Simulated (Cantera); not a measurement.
Feed: 1 mol Cu, 0.0047 mol O2, 19 mol N2, equilibrated at 133 Pa.

Cantera equilibrium calculation (NASA polynomials, part measured and part estimated; ideal gas, pure solids and liquids). Candidate condensed phases: Cu, CuO, Cu2O; 12 gas species. Mutual solubility and eutectic melting of coexisting phases are not modelled. The numbers say what is thermodynamically allowed, not how fast it happens.

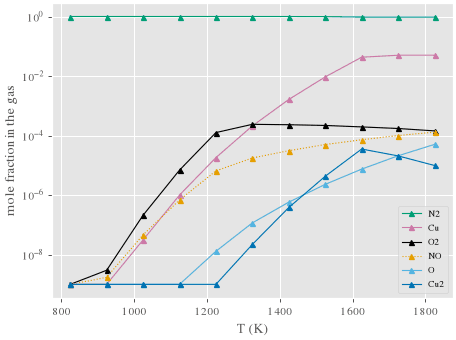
Figure: Equilibrium gas composition (values under 1e-9 drawn at 1e-9)

From 825 K to 1225 K the condensed part is Cu(s) + Cu2O(s). At 1325 K the condensed part is Cu(s). From 1425 K to 1625 K the condensed part is Cu(l). From 1725 K to 1825 K nothing is condensed.
